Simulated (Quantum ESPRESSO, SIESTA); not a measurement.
# Out-of-plane response of fcc Rh under biaxial strain, QE, PBEsol

Calculated with Quantum ESPRESSO 7.5: PBEsol; plane waves, GBRV 1.5 ultrasoft, 45/270 Ry; k-mesh 8×8×8. The first two cell vectors are strained alike from typed lattice constants; the third vector's length and the atoms are relaxed. The typed cell isn't stress-free: at zero strain the reference's in-plane stress is -5.4 GPa, compression positive.

```
in-plane strain (%)  100 ln(c/c at zero strain)
                 -4                       3.744
                 -3                       2.766
                 -2                       1.817
                 -1                       0.914
                  0                           0
                 +1                      -0.911
                 +2                           ?
                 +3                      -2.772
                 +4                      -3.764
```

**Question.** Fit a second-order form in the logarithmic strain to the rows given and interpolate to the withheld row.

**Working.**

With u = ln[(1 + ε)/(1 + ε0)], counted from the row at ε0 = +0 % where y0 = 0, a second-order form y = y0 + a u + b u² makes v = (y − y0)/u a line in u.

| u | v |
| --- | --- |
| -0.0408220 | -91.7153 |
| -0.0304592 | -90.8100 |
| -0.0202027 | -89.9384 |
| -0.0100503 | -90.9422 |
| 0.00995033 | -91.5547 |
| 0.0295588 | -93.7792 |
| 0.0392207 | -95.9697 |

With n = 7: mean u = -0.00325777, mean v = -92.1014, Σ(u − ū)² = 0.0055401, Σ(u − ū)(v − v̄) = -0.30632. Slope b = -0.30632 / 0.0055401 = -55.291; intercept a = v̄ − b ū = -92.281.

At the withheld row u = 0.01980, v = a + b u = -93.38, and y = y0 + u v.

Prediction at +2: -1.849. The run gave -1.829, so the fit is low by 0.020 (1.1 % of the value).

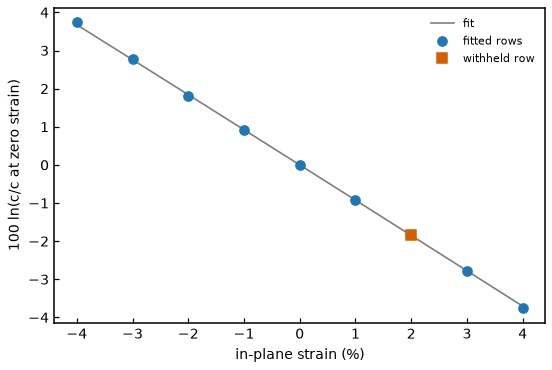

The fit, the rows that it rests on and the withheld row.

The first-order term says that the third edge changes by -0.92 % for each per cent of in-plane stretch at ε0. The second-order term makes up 1.2 % of v at the withheld row. Among the rows given, the largest miss of the fit is at -4, by 0.069 (0.92 % of the range of the table).

Limits: The nuclei are static. The DFT runs use Fermi–Dirac occupations of width 0.1 eV, and energies are free energies.

[Logs are printed without paths, hosts, clocks, repeated set-up lines and the standing remarks that a program may print on its own settings, such as how far it seeks lower states.]

[Hosts, paths, dates, database ids (printed as entryN), source tags and the programs' standing remarks are cut or masked in the printed files.]
